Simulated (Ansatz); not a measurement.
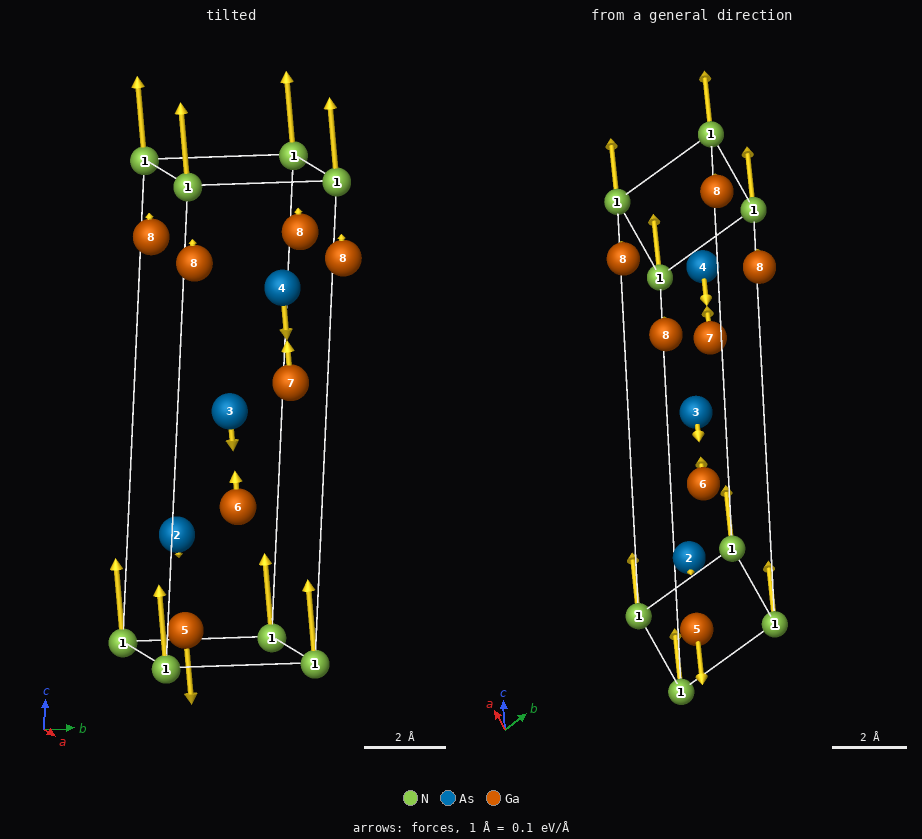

The figure gives a spheres-only picture of the atoms, viewed slightly off an axis and from a general direction. The parallelepiped is the cell (the run's own, in a reduced setting). The arrows are the computed forces on the atoms.

System: Ga$_{4}$As$_{3}$N. Level of theory: DFT, PBE, plane waves, PAW (Ansatz 0.2.0). Settings were plane-wave cutoff 420 eV, k-points about 0.24 Å⁻¹ apart, Fermi-Dirac smearing of 0.02 eV, no spin polarisation.

Are the forces small enough to call this converged?

Answer. No. The atoms still feel forces of up to about 0.18 eV/Å, above a usual threshold of 0.01 to 0.03 eV/Å.

On which atom is the force largest?

Answer. N1, about 0.18 eV/Å.

Origin of the cell: a structure type filled with these elements by a generator (whether the compound takes this form wasn't checked). Earlier steps of the study, as a rule a relaxation of our own, may have changed the cell and positions, so they can lie some per cent off the listed ones. An electronic-structure calculation with Ansatz was run on it.
